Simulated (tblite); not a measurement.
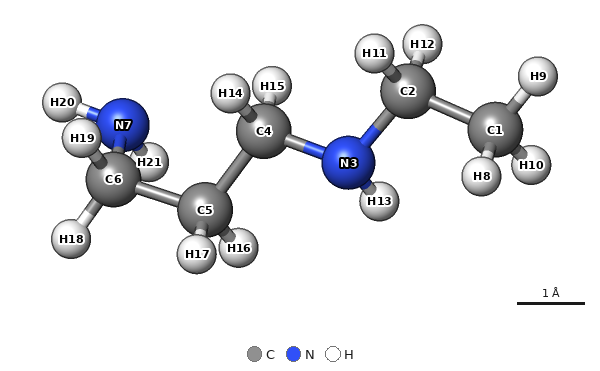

Figure 1. The input geometry (ball-and-stick view, seen at a tilt; atoms are numbered from 1 in the order of the input). Bond lengths as drawn: C–C 1.52 to 1.53 Å, C–H 1.09 to 1.11 Å, C–N 1.45 to 1.46 Å and H–N 1.01 to 1.02 Å.

# Run report: C5H14N2, molecular dynamics

The run: molecular dynamics of C5H14N2 (n-ethyl-1,3-propanediamine). Method and program: GFN2-xTB Langevin dynamics, gas phase (tblite 0.8.0).

Input file
```
{"job": {"kind": "md", "xc": "GFN2-xTB", "basis": "xTB", "temperature": 600, "steps": 2000, "every": 50}, "charge": 0, "multiplicity": 1}
C     -3.506930    -0.072588    -0.037941
C     -2.158008     0.633611    -0.031376
N     -1.083573    -0.330970    -0.166517
C      0.237717     0.269457    -0.159198
C      1.310573    -0.806354    -0.295679
C      2.713150    -0.206061    -0.364296
N      3.026331     0.498839     0.869613
H     -3.597392    -0.681643    -0.933279
H     -4.314321     0.655069    -0.020925
H     -3.604612    -0.719860     0.831501
H     -2.094840     1.313780    -0.887021
H     -2.061307     1.244578     0.885824
H     -1.148506    -1.011942     0.586179
H      0.294326     0.948065    -1.016156
H      0.434915     0.862990     0.749332
H      1.251352    -1.486480     0.558310
H      1.118663    -1.385790    -1.199591
H      3.432652    -1.011744    -0.594501
H      2.755544     0.523534    -1.177833
H      3.940287     0.933530     0.807368
H      3.045060    -0.153078     1.647541
```

The first line tells a small driver script what to run in tblite; the rest is the geometry in Å.

Launch command:
```bash
OMP_NUM_THREADS=1 python <driver script> task.json out
```

Log
```
t/fs     T/K      E/eV
    0.0   471.9   -643.99726
   25.0   346.7   -643.34266
   50.0   257.0   -642.58094
   75.0   393.6   -642.70905
  100.0   479.1   -642.92335
  125.0   535.6   -642.82042
  150.0   556.3   -642.65428
  175.0   530.4   -642.60007
  200.0   530.7   -642.00259
  225.0   689.7   -642.20156
  250.0   748.6   -642.32558
  275.0   814.7   -642.34721
  300.0   820.4   -642.03769
  325.0   637.0   -641.76338
  350.0   734.5   -642.10896
  375.0   823.3   -642.25598
  400.0   968.7   -642.79401
  425.0   666.7   -642.67569
  450.0   654.0   -642.74506
  475.0   651.3   -643.01268
  500.0   603.9   -643.21324
  525.0   314.4   -642.68670
  550.0   417.8   -642.66067
  575.0   555.2   -642.78509
  600.0   672.2   -642.84775
  625.0   391.7   -642.50859
  650.0   442.0   -642.89219
  675.0   457.1   -642.78041
  700.0   410.5   -642.93301
  725.0   487.7   -642.99165
  750.0   457.5   -642.77289
  775.0   448.8   -642.60688
  800.0   625.0   -642.83704
  825.0   558.6   -642.53971
  850.0   648.1   -642.64265
  875.0   684.3   -642.74408
  900.0   582.6   -642.66464
  925.0   667.3   -642.56605
  950.0   471.8   -642.11919
  975.0   558.3   -642.50045
 1000.0   639.6   -642.51609
```

Trajectory as extended XYZ (Å, eV, eV/Å), 10 of the 41 frames kept, from step=0 to step=40
```
21
Properties=species:S:1:pos:R:3:forces:R:3 step=0 time_fs=0.0 energy=-643.99726 temperature=471.9
C    -3.5069   -0.0726   -0.0379    0.0061   0.0035   0.0001
C    -2.1580    0.6336   -0.0314    0.0014   0.0015   0.0004
N    -1.0836   -0.3310   -0.1665   -0.0017  -0.0008  -0.0009
C     0.2377    0.2695   -0.1592   -0.0030  -0.0005  -0.0010
C     1.3106   -0.8064   -0.2957   -0.0013   0.0019  -0.0011
C     2.7132   -0.2061   -0.3643   -0.0021  -0.0001  -0.0011
N     3.0263    0.4988    0.8696   -0.0049  -0.0003  -0.0005
H    -3.5974   -0.6816   -0.9333   -0.0035   0.0008   0.0060
H    -4.3143    0.6551   -0.0209    0.0031  -0.0035   0.0016
H    -3.6046   -0.7199    0.8315    0.0022   0.0027  -0.0040
H    -2.0948    1.3138   -0.8870    0.0016  -0.0035   0.0015
H    -2.0613    1.2446    0.8858   -0.0010   0.0003  -0.0018
H    -1.1485   -1.0119    0.5862   -0.0014   0.0000  -0.0010
H     0.2943    0.9481   -1.0162   -0.0030  -0.0028   0.0001
H     0.4349    0.8630    0.7493   -0.0002  -0.0026  -0.0014
H     1.2514   -1.4865    0.5583    0.0040   0.0043   0.0005
H     1.1187   -1.3858   -1.1996    0.0015   0.0012  -0.0003
H     3.4327   -1.0117   -0.5945    0.0023   0.0044  -0.0005
H     2.7555    0.5235   -1.1778    0.0037  -0.0015   0.0000
H     3.9403    0.9335    0.8074   -0.0022  -0.0065   0.0022
H     3.0451   -0.1531    1.6475   -0.0016   0.0018   0.0014
21
Properties=species:S:1:pos:R:3:forces:R:3 step=4 time_fs=100.0 energy=-642.92335 temperature=479.1
C    -3.6363   -0.2926    0.1419   -0.9962   0.4096   0.3943
C    -2.3215    0.5375    0.0433    0.6960  -1.2946  -0.7858
N    -1.0315   -0.1358    0.3940   -1.0314   0.3891  -1.6369
C     0.1964    0.4121   -0.1467    0.7446  -1.6262  -1.9770
C     1.1875   -0.8291   -0.3613   -0.2738   0.9134   0.2681
C     2.6747   -0.3430   -0.4738   -1.5469   0.4145  -0.6940
N     3.0781    0.3774    0.6839    0.0156   0.0324   2.7166
H    -3.7760   -1.0299   -0.6593    0.2807   0.4103   0.1440
H    -4.5992    0.3776    0.1643    1.9648  -0.8478  -0.2941
H    -3.7064   -0.8514    1.0901    0.3617   0.2498  -0.2971
H    -2.1789    0.9479   -0.9756   -0.1838  -0.4806   0.2513
H    -2.4216    1.3683    0.6634   -0.4555   1.6798   1.3208
H    -0.9776   -0.5517    1.3045    0.0236   0.3365   0.2536
H     0.1111    0.8068   -1.2037   -0.7990  -0.2725   0.9700
H     0.7430    1.1970    0.3463   -0.0543   0.2685   1.0383
H     0.9644   -1.4786    0.4999    0.6038  -0.0706  -0.4219
H     0.9103   -1.3339   -1.3161    0.2148   0.1995   0.8713
H     3.3277   -1.1702   -0.6876    0.3044  -0.6326  -0.5200
H     2.6047    0.3830   -1.3061    0.6051  -0.3543   0.0086
H     4.0683    0.6759    0.8054   -0.9530  -0.6135  -0.6819
H     2.8391   -0.2217    1.5210    0.4789   0.8893  -0.9281
21
Properties=species:S:1:pos:R:3:forces:R:3 step=9 time_fs=225.0 energy=-642.20156 temperature=689.7
C    -3.7548    0.0356   -0.0170   -0.5032   1.7509  -1.2105
C    -2.4442    0.6482    0.3477    2.4906  -0.1098   2.0932
N    -1.2895   -0.2207   -0.0510   -1.9764   0.3741   0.5221
C    -0.0418    0.4479   -0.1642    2.7964  -2.0297  -0.0144
C     0.9760   -0.8191   -0.1351   -0.0312   2.4685  -4.5842
C     2.4653   -0.4449   -0.3980    1.0417  -1.2629   0.6415
N     3.0482    0.4793    0.5797   -0.3043   0.3594  -0.6472
H    -3.9109    0.0867   -1.1239    0.6042  -0.8629   0.7202
H    -4.5780    0.7072    0.2795    0.2335  -0.6821   0.7475
H    -3.6851   -0.9202    0.4330   -0.9885  -0.9063  -0.0856
H    -2.2633    1.6164   -0.0918   -0.1081   0.3710  -0.0964
H    -2.2704    0.7394    1.5369   -1.0224   0.3360  -1.9170
H    -1.2900   -0.9982    0.6297    0.2889   0.4892  -0.5156
H    -0.0069    0.9223   -1.2035    0.2010  -0.1443   1.7012
H     0.4502    1.0068    0.7116   -1.4444   0.2997  -1.1093
H     0.7978   -1.3788    0.7085    0.1181  -0.8617   2.0047
H     0.6537   -1.4610   -1.0154    0.4238   0.5110   0.8454
H     2.9725   -1.4207   -0.4451    0.2076  -0.9547   1.2951
H     2.8661   -0.2130   -1.3670   -1.2213   1.5958  -1.0249
H     4.0665    0.6540    0.5732   -0.9470  -0.6400  -0.2648
H     2.7305    0.1834    1.4745    0.1411  -0.1014   0.8989
21
Properties=species:S:1:pos:R:3:forces:R:3 step=13 time_fs=325.0 energy=-641.76338 temperature=637.0
C    -3.8926    0.2897    0.3676    0.0789  -1.4114  -0.3995
C    -2.5291    1.0198    0.0668   -2.6887   0.5969  -0.1087
N    -1.6357    0.0275   -0.2995    0.4593  -1.9878  -1.5220
C    -0.3249    0.2205    0.1036    0.7862   0.4792   2.4380
C     0.5561   -0.9966    0.0566    3.1533   3.9992   4.5453
C     2.0384   -0.4600   -0.2272   -0.6735  -1.7496   0.1563
N     2.4575    0.5746    0.7573    0.6542  -1.4286  -0.2354
H    -4.3596   -0.0890   -0.6711    0.8165   0.9927   2.4411
H    -4.6015    0.8596    1.0054    0.4203  -0.2227  -0.9325
H    -3.6571   -0.6938    0.9967   -0.4061   1.9218  -1.2542
H    -2.5579    1.6677   -0.8078   -0.8764   0.4062  -0.4294
H    -2.2016    1.7280    0.8333    0.0478  -0.5154   0.8978
H    -1.9313   -0.9079   -0.0533   -0.1306  -0.0216   0.1839
H     0.1427    1.0924   -0.2525    0.3805   1.0954  -1.4642
H    -0.2792    0.4241    1.2017   -0.5347   0.7801   0.2237
H     0.4579   -1.2213    1.1626    0.8707  -1.4015  -1.3302
H     0.2309   -1.7005   -0.5408   -1.1352  -3.4065  -2.9613
H     2.7232   -1.4381   -0.1179   -0.9459   1.8999  -0.8375
H     1.9121   -0.0232   -1.2605    0.9709  -0.5343   1.0075
H     3.4704    0.7919    0.6195   -1.0289  -0.0615  -0.2233
H     2.4677    0.0542    1.6497   -0.2187   0.5694  -0.1956
21
Properties=species:S:1:pos:R:3:forces:R:3 step=18 time_fs=450.0 energy=-642.74506 temperature=654.0
C    -4.6897    0.9804   -0.3269    1.7020   3.3020   0.0942
C    -3.0833    1.4096   -0.3949   -2.4604  -0.0834   1.4900
N    -2.2515    0.2709   -0.1651    0.7662  -0.6457  -0.2423
C    -0.8216    0.5593   -0.3710   -1.4193   0.9516  -1.9582
C     0.0557   -0.6635   -0.2160   -1.2384   0.6917   1.9716
C     1.4902   -0.2940   -0.2811    0.2513   0.8106  -2.8421
N     1.8453    0.5081    0.8120    0.4876   1.1789   0.6870
H    -5.0317    1.2577    0.7202    0.1103  -0.4187  -1.5049
H    -4.8669   -0.0378   -0.5384    0.1113  -0.7911  -0.1697
H    -5.1832    1.6457   -1.1339    0.4593  -1.1059   1.5665
H    -2.8832    1.8037   -1.3923    0.0738  -0.0893   0.1260
H    -2.9421    2.2819    0.3812   -0.1403  -1.1453  -1.0807
H    -2.3971   -0.2971    0.6883   -0.1427   0.9407  -0.5320
H    -0.8308    1.1446   -1.4324    0.5894  -1.4133   2.1264
H    -0.4375    1.1805    0.4121    0.1445   1.2889   0.2160
H    -0.1674   -0.8942    0.8520    0.1723  -0.6712  -0.4448
H    -0.2409   -1.4584   -0.8187   -0.2861  -1.2677  -1.1141
H     2.1185   -1.1746   -0.4129    0.2436  -0.3406  -0.2241
H     1.5613    0.3936   -1.1884    0.4285  -0.9320   0.5324
H     2.8231    0.7611    0.7735    0.1048   0.0698   0.1304
H     1.6645   -0.0151    1.6346    0.0419  -0.3301   1.1724
21
Properties=species:S:1:pos:R:3:forces:R:3 step=22 time_fs=550.0 energy=-642.66067 temperature=417.8
C    -4.6017    0.7427   -0.4021   -1.5198   1.6426  -0.8338
C    -3.1862    1.4411   -0.4713   -3.2128   2.6233  -1.6756
N    -2.2639    0.5258   -0.1359    1.4096  -3.0353  -0.1588
C    -0.9051    0.7724   -0.2786    2.4299   0.8674  -1.5532
C    -0.0772   -0.4301    0.0654    1.0085  -0.8085  -0.7228
C     1.4627   -0.2423   -0.1105   -1.8310  -0.2374   0.5046
N     1.9258    0.7110    0.9003    1.0175  -0.9714  -0.5692
H    -5.0492    0.4726    0.5486    0.7061   0.3547   0.6296
H    -4.5625   -0.2336   -0.9234    0.0981   0.9355  -0.2402
H    -5.4603    1.4571   -0.8499    2.0045  -1.5858   0.4823
H    -3.1322    1.7904   -1.6104    0.3421  -0.7642   1.7383
H    -3.0053    2.4300    0.1049   -1.0129  -0.7466  -0.3040
H    -2.4260   -0.0997    0.6289   -0.5026   0.0845   0.3738
H    -0.5633    0.9234   -1.3711   -1.0437   0.3178   0.8960
H    -0.5405    1.6578    0.2452    0.0465   0.4031   0.4096
H    -0.2646   -0.8854    1.0108   -0.2004   0.1215   1.0746
H    -0.3894   -1.1710   -0.6547   -0.0283  -0.5908  -0.3745
H     1.8751   -1.2861   -0.1091    0.2319   0.7700   0.2591
H     1.6235    0.2060   -1.0857    0.2361   0.0400  -0.1351
H     2.9290    0.7306    0.7068    0.0063   0.5701   0.4101
H     1.8355    0.3280    1.8429   -0.1855   0.0094  -0.2108
21
Properties=species:S:1:pos:R:3:forces:R:3 step=27 time_fs=675.0 energy=-642.78041 temperature=457.1
C    -4.4793    1.6151    0.1048    3.3603   2.0721  -2.0904
C    -3.1904    1.1381   -0.6861    0.1201  -1.7629  -0.7231
N    -2.1753    0.3338    0.0646   -2.3255   0.1413   0.9328
C    -0.8311    0.3977   -0.3257    2.2502   0.7631  -1.2789
C     0.1438   -0.4650    0.5341    0.9716   0.7400   1.4719
C     1.7442   -0.1199    0.4467   -0.8707  -0.3736   0.3960
N     2.0569    1.2098    0.9804   -0.3225   0.4325  -2.1608
H    -4.2301    2.4972    0.7586   -0.3641  -1.0533  -0.6386
H    -4.9022    0.8347    0.5767   -1.1230  -2.3980   1.9737
H    -5.1334    1.8792   -0.6992   -0.5452   0.6867  -0.2166
H    -3.4638    0.4254   -1.5715   -0.1603   0.9494   1.3569
H    -2.7179    1.9616   -1.2116    0.1727   0.6109   0.2375
H    -2.2756    0.5474    1.0518    0.0931   0.0542   0.1001
H    -0.7502    0.0117   -1.3677   -0.1147   0.0891   0.3264
H    -0.4707    1.4893   -0.4119    0.0532  -0.9698   0.3893
H    -0.1032   -0.3962    1.6171   -0.0058   0.7121  -0.4052
H    -0.0411   -1.5243    0.4075    0.2627  -0.1981  -0.8695
H     2.3585   -0.8525    1.0643   -1.0241   0.1211  -0.8019
H     2.0282   -0.2248   -0.6267   -0.0594   0.3098   0.8197
H     2.7254    1.7404    0.3903   -0.6208  -0.6625   0.9207
H     2.2110    1.2943    1.9610    0.2524  -0.2642   0.2599
21
Properties=species:S:1:pos:R:3:forces:R:3 step=31 time_fs=775.0 energy=-642.60688 temperature=448.8
C    -4.2651    2.5018   -0.2321    3.4373   2.0321  -1.9680
C    -3.1256    1.4941   -0.7937    0.5287   1.5795   0.2089
N    -2.2184    0.8286    0.1828   -0.5357  -0.5500  -0.2413
C    -0.8253    0.5266   -0.2986   -1.5936   2.7926  -0.2929
C     0.0355    0.1397    0.8257    0.4616  -1.5478   2.3782
C     1.5491    0.2757    0.7586    0.9555   1.4368  -1.4348
N     1.8794    1.6916    1.1513    0.5424  -0.7345  -0.2148
H    -3.8549    3.3856    0.4111   -0.5208  -1.8501  -0.8470
H    -4.9784    1.9420    0.2477   -1.4938  -0.8790   1.1134
H    -4.6767    3.0286   -1.1590    0.3184  -0.8898   1.2065
H    -3.7208    0.7857   -1.4130    0.7760   0.0531   0.4506
H    -2.3972    2.0742   -1.4621   -1.1999  -0.3545   0.2856
H    -2.1978    1.3115    1.0831    0.0488   0.0365  -0.5251
H    -0.9197   -0.1700   -1.1174    0.1714  -0.3110  -0.0581
H    -0.3741    1.4780   -0.6456   -0.1667  -0.0334  -0.5999
H    -0.2486    0.6326    1.7872    0.0461   0.3127  -0.7986
H    -0.1860   -0.8811    1.0647   -0.0502  -1.1232   0.0572
H     2.0801   -0.2887    1.5045   -0.2782  -1.1640   0.0688
H     2.0479    0.0549   -0.2682   -1.1680   0.1968   1.3748
H     2.6735    1.9543    0.5834    0.0536   0.4939  -0.1914
H     2.2819    1.5985    2.0844   -0.3329   0.5034   0.0281
21
Properties=species:S:1:pos:R:3:forces:R:3 step=36 time_fs=900.0 energy=-642.66464 temperature=582.6
C    -4.2405    2.7756   -1.1557   -0.8436  -2.3778  -0.3076
C    -2.8834    2.1527   -1.5485    0.4775   0.8182   1.7348
N    -2.4074    1.4506   -0.3319    1.6252   1.6574   1.2048
C    -0.9694    0.9559   -0.1786   -1.2526  -0.7250  -3.0713
C    -0.3957    0.7624    1.2054    0.4053   0.8403  -1.5528
C     1.1236    0.8014    1.0924    0.9384  -0.0526  -1.0599
N     1.7578    2.1382    1.0321   -1.7199  -0.3179  -0.2644
H    -4.1694    3.6744   -0.6045    0.2573   0.9437   0.0012
H    -4.9357    2.1285   -0.5635    1.0335  -0.0282  -0.0967
H    -4.7551    2.8001   -2.0882   -0.5474   1.0690  -0.6817
H    -2.9148    1.4237   -2.3113   -0.4233  -0.6660  -0.9722
H    -2.3248    3.0641   -1.9389    0.2836  -1.0387   0.5275
H    -2.4493    2.2520    0.3376   -0.0613  -1.0103   0.0509
H    -0.9548   -0.0845   -0.7100   -0.0366   1.5544   0.5763
H    -0.2903    1.6092   -0.7569   -0.2592   0.0170   0.0514
H    -0.7288    1.5462    1.8005   -0.6882   1.0977   1.4721
H    -0.7208   -0.1931    1.4623   -0.3649  -1.3302   1.2924
H     1.5943    0.2635    1.9130   -0.1153  -0.4520   0.0267
H     1.2832    0.2861    0.1211    0.6011  -0.0047   0.5860
H     2.4470    2.2886    0.3321    0.2934  -0.3557  -0.7691
H     2.1923    2.3351    1.8916    0.3971   0.3615   1.2517
21
Properties=species:S:1:pos:R:3:forces:R:3 step=40 time_fs=1000.0 energy=-642.51609 temperature=639.6
C    -4.4336    2.5019   -1.8942    0.4512  -0.2053   0.9796
C    -2.9261    2.0642   -2.0561   -0.6848   1.5630   1.4296
N    -2.3241    1.7649   -0.7121   -0.1617   1.5277  -0.3114
C    -0.8509    1.5729   -0.7394   -0.4338  -1.2252   0.9879
C    -0.2289    1.5702    0.7636   -0.3415   1.4895  -1.4449
C     1.2383    1.0988    1.0078    0.1260  -1.6737  -2.6255
N     2.2485    2.0549    1.4302   -1.8035   1.1588  -0.9253
H    -4.5398    3.3615   -1.2307    0.5093   0.5064  -0.3751
H    -5.1049    1.8172   -1.3281    0.7184  -0.3550  -1.0659
H    -4.7868    2.7581   -2.8894   -0.2923  -0.1956   0.2350
H    -2.9385    1.1799   -2.6800    0.5279   0.0130  -0.1270
H    -2.4267    3.0037   -2.5344   -0.3648  -1.6267   0.3374
H    -2.5788    2.6015   -0.1220    0.4991  -1.0011  -0.5422
H    -0.7915    0.5992   -1.2805    0.5138   0.2282   0.7062
H    -0.3332    2.2820   -1.3758    0.1873   0.5453   0.0339
H    -0.2109    2.6077    1.0586    0.0428   0.8895  -0.1566
H    -0.9965    1.2073    1.4204   -0.0052  -1.0953   0.2026
H     1.1549    0.2035    1.7055    0.6136   0.9982  -0.9709
H     1.5967    0.8026   -0.1071   -0.7469  -0.4231   2.0813
H     2.6793    2.5885    0.6563   -0.2736  -0.7962   0.9878
H     2.8302    1.7370    2.1500    0.9186  -0.3224   0.5637
```

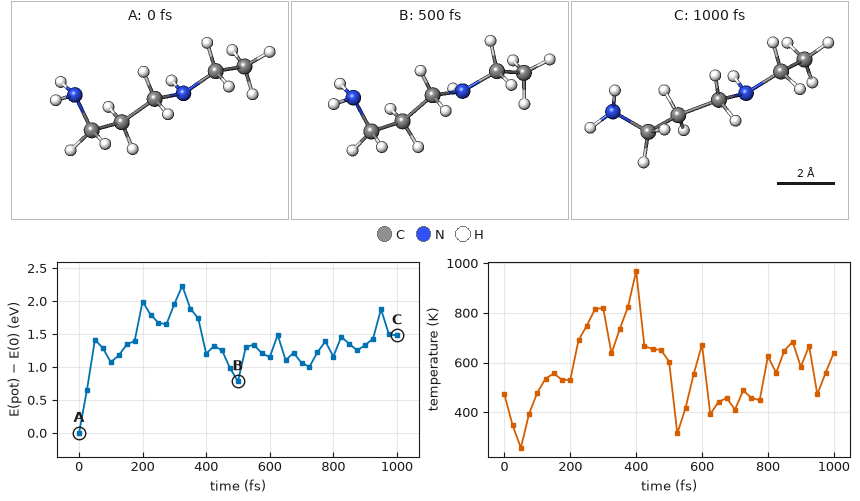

Figure 2. Frames of the molecular dynamics (ball-and-stick, seen at a tilt) above the curves, on which the letters mark them. The trajectory kept here has 41 frames over 1000 fs. The temperature starts at 472 K, ranges from 257 to 969 K and averages 528 K over the second half. The potential energy ends 1.481 eV above its first value. After an unweighted best fit of the last frame on the first, the root-mean-square displacement is 0.90 Å, and H21 has moved furthest (1.93 Å).

Results in brief

| quantity | value |
| --- | --- |
| outcome | finished |
| mean temperature over the second half | 528 K |
| trajectory | 41 frames kept, 1000 fs |
| hardware | 1 CPU thread, shared host |
| wall time | 11 s |
| peak memory | 0.18 GiB |
